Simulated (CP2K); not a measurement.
# C2H7NOSi (SMILES O[SiH]1CCN1): AM1

What is the energy change on altering one bond length of C2H7NOSi at AM1? 

The results are computed with CP2K 2026.2.

3 further runs of the same task are left out: 2 that didn't finish, 1 set aside as unsound or not needed.

## 1. The system as given

C2H7NOSi has 12 atoms, charge 0, and is taken as a singlet. As SMILES, `O[SiH]1CCN1`. Geometry: a rough force-field guess. This is one conformer, not always the lowest.

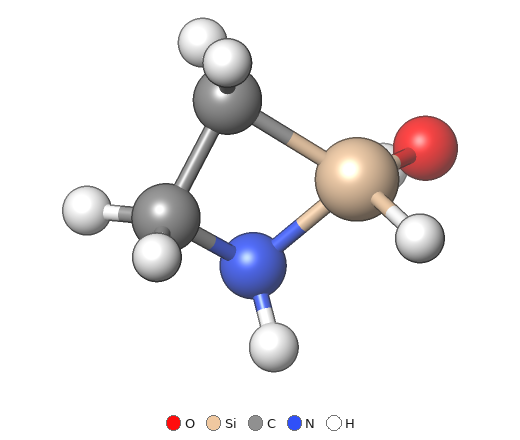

The structure, seen from a chosen angle (oxygen red, silicon light orange, carbon grey, nitrogen blue, hydrogen white).

## 2. The energy at AM1

job.inp reads:

```
&GLOBAL
    PROJECT job
    RUN_TYPE ENERGY
    PRINT_LEVEL MEDIUM
&END
&FORCE_EVAL
    METHOD QUICKSTEP
    &DFT
        &QS
            METHOD AM1
            EPS_DEFAULT 1.0E-10
            &SE
                &COULOMB
                    CUTOFF [angstrom] 50
                    RC_RANGE [angstrom] 0
                &END
                &EXCHANGE
                    CUTOFF [angstrom] 50
                    RC_RANGE [angstrom] 0
                &END
            &END
        &END
        ! no periodic images
        &POISSON
            PERIODIC NONE
            POISSON_SOLVER ANALYTIC
        &END
        &SCF
            SCF_GUESS ATOMIC
            EPS_SCF 1.0E-07
            MAX_SCF 150
            ADDED_MOS 8
            &DIAGONALIZATION
                ALGORITHM STANDARD
            &END
            &MIXING
                METHOD DIRECT_P_MIXING
                ALPHA 0.4
            &END
        &END
        &PRINT
            &MOMENTS
                PERIODIC F
                REFERENCE COM
                MAX_MOMENT 1
            &END
            &MO ON
                ENERGIES T
                OCCUPATION_NUMBERS T
                NDIGITS 6
                &EACH
                    QS_SCF 0
                &END
                ADD_LAST NUMERIC
            &END
            &HIRSHFELD OFF
            &END
        &END
    &END
    ! atoms, cell and kinds
    &SUBSYS
        &CELL
            ABC 14 13.8 14.1
            PERIODIC NONE
        &END
        &COORD
            O     -1.642400     0.039300     1.697300
            Si    -0.168400    -0.041700     1.097000
            C      0.135400    -1.135300    -0.381000
            C      0.676500     0.178100    -1.106700
            N     -0.159300     1.048200    -0.216500
            H     -2.314200     0.503600     1.059400
            H      0.956300     0.336700     2.018100
            H     -0.689000    -1.593200    -0.788300
            H      0.959800    -1.870000    -0.221900
            H      1.690700     0.348200    -1.067900
            H      0.274700     0.219500    -2.130700
            H      0.357000     1.911500     0.075100
        &END
        &TOPOLOGY
            &CENTER_COORDINATES
            &END
        &END
    &END
&END
```

Started as:

```bash
$ OMP_NUM_THREADS=1 cp2k.psmp -i job.inp > job.out 2>&1
```

Output:

```text
CP2K| version string:                                       CP2K version 2026.2
[...]
 GLOBAL| Method name                                                        CP2K
[...]
 GLOBAL| Run type                                                         ENERGY
[...]
                             - Atoms:                                         12
[...]
                             - Spherical basis functions:                     27
[...]
 Number of electrons:                                                         30
[...]
     1 P_Mix/Diag. 0.40E+00    0.0     0.76596063       -27.5259253874 -2.75E+01
[...]
    21 DIIS/Diag.  0.15E-07    0.0     0.00000005       -35.3869303073 -7.82E-14
  *** SCF run converged in    21 steps ***
  Core-core repulsion energy [eV]:                           2290.38017755455621
  Core Hamiltonian energy [eV]:                             -1557.76061932281596
  Two-electron integral energy [eV]:                        -3391.09380465586264
  Electronic energy [eV]:                                   -3253.30752165074728
  Total energy [eV]:                                         -962.92734409619118
  Atomic reference energy [eV]:                               961.73515978987268
  Heat of formation [kcal/mol]:                               -27.49242539851631
[...]
 SE_DIPOLE| Moment [Debye]         -1.13377609       0.25186619      -0.10399551
 SE_DIPOLE| Derivative [a.u.]       0.00000000       0.00000000       0.00000000
 ENERGY| Total FORCE_EVAL ( QS ) energy [hartree]            -35.386930307264912
[...]
```

Run time: 0.28 s. Hardware: 1 thread of Arm Neoverse V1, shared host.

## 3. The distorted shape at the same level

job.inp reads:

```
&GLOBAL
  PROJECT_NAME job
  RUN_TYPE ENERGY
  PRINT_LEVEL MEDIUM
&END GLOBAL

&FORCE_EVAL
  METHOD Quickstep
  &DFT
    &QS
      METHOD AM1
      EPS_DEFAULT 1.0E-10
      &SE
        &COULOMB
          CUTOFF [angstrom] 50
          RC_RANGE [angstrom] 0
        &END COULOMB
        &EXCHANGE
          CUTOFF [angstrom] 50
          RC_RANGE [angstrom] 0
        &END EXCHANGE
      &END SE
    &END QS
    &POISSON
      PERIODIC NONE
      POISSON_SOLVER ANALYTIC
    &END POISSON
    &SCF
      SCF_GUESS ATOMIC
      EPS_SCF 1.0E-07
      MAX_SCF 150
      ADDED_MOS 8
      &DIAGONALIZATION
        ALGORITHM STANDARD
      &END DIAGONALIZATION
      &MIXING
        METHOD DIRECT_P_MIXING
        ALPHA 0.4
      &END MIXING
    &END SCF
    &PRINT
      &MOMENTS
        PERIODIC F
        REFERENCE COM
        MAX_MOMENT 1
      &END MOMENTS
      &MO ON
        ENERGIES T
        OCCUPATION_NUMBERS T
        NDIGITS 6
        &EACH
          QS_SCF 0
        &END EACH
        ADD_LAST NUMERIC
      &END MO
      &HIRSHFELD OFF
      &END HIRSHFELD
    &END PRINT
  &END DFT
  &SUBSYS
    &CELL
      ABC 14 13.8 14.7
      PERIODIC NONE
    &END CELL
    &COORD
      O     -2.317222    -0.187741     1.144638
      Si    -0.843222    -0.268741     0.544338
      C     -0.539422    -1.362341    -0.933662
      C      0.001678    -0.048941    -1.659362
      N     -0.834122     0.821159    -0.769162
      H     -2.989022     0.276559     0.506738
      H      0.956300     0.336700     2.018100
      H     -1.363822    -1.820241    -1.340962
      H      0.284978    -2.097041    -0.774562
      H      1.015878     0.121159    -1.620562
      H     -0.400122    -0.007541    -2.683362
      H     -0.317822     1.684459    -0.477562
    &END COORD
    &TOPOLOGY
      &CENTER_COORDINATES
      &END CENTER_COORDINATES
    &END TOPOLOGY
  &END SUBSYS
&END FORCE_EVAL
```

Started as:

```bash
$ OMP_NUM_THREADS=1 cp2k.psmp -i job.inp -o job.out
```

Output:

```text
CP2K| version string:                                       CP2K version 2026.2
[...]
 GLOBAL| Method name                                                        CP2K
[...]
 GLOBAL| Run type                                                         ENERGY
[...]
                             - Atoms:                                         12
[...]
                             - Spherical basis functions:                     27
[...]
 Number of electrons:                                                         30
[...]
     1 P_Mix/Diag. 0.40E+00    0.0     0.76614849       -27.5817132992 -2.76E+01
[...]
    19 DIIS/Diag.  0.35E-07    0.0     0.00000009       -35.2821794420 -1.21E-13
  *** SCF run converged in    19 steps ***
  Core-core repulsion energy [eV]:                           2259.40602719108665
  Core Hamiltonian energy [eV]:                             -1555.98282519174245
  Two-electron integral energy [eV]:                        -3327.00026018363860
  Electronic energy [eV]:                                   -3219.48295528356175
  Total energy [eV]:                                         -960.07692809247521
  Atomic reference energy [eV]:                               961.73515978987268
  Heat of formation [kcal/mol]:                                38.23973440393173
[...]
 SE_DIPOLE| Moment [Debye]         -0.80909868       0.17963440       0.41056305
 SE_DIPOLE| Derivative [a.u.]       0.00000000       0.00000000       0.00000000
 ENERGY| Total FORCE_EVAL ( QS ) energy [hartree]            -35.282179442011540
[...]
```

Run time: 0.29 s. Hardware: 1 thread of Arm Neoverse V1, shared host.

## 4. Results

At AM1:

| quantity | value |
| --- | --- |
| first shape: total energy | -35.38693 Eh |
| first shape: dipole moment | 1.17 D |
| first shape: HOMO energy | -9.67 eV |
| first shape: LUMO energy | 0.68 eV |
| first shape: HOMO–LUMO gap | 10.35 eV |
| first shape: heat of formation | -27.5 kcal/mol |
| distorted shape: total energy | -35.28218 Eh |
| distorted shape: dipole moment | 0.92 D |
| distorted shape: HOMO energy | -8.71 eV |
| distorted shape: LUMO energy | -0.78 eV |
| distorted shape: HOMO–LUMO gap | 7.93 eV |
| distorted shape: heat of formation | 38.2 kcal/mol |
| energy change with the Si2–H7 bond stretched from 1.502 to 2.404 Å | 2.850 eV |

One bond (distorted shape) is far stretched, which a spin-restricted single reference describes badly. With the Si2–H7 bond stretched from 1.502 to 2.404 Å the energy rises by 2.85 eV (66 kcal/mol). The first shape isn't relaxed at this level, so the change isn't measured from a minimum. A restricted reference can't describe the breaking bond well at this length.
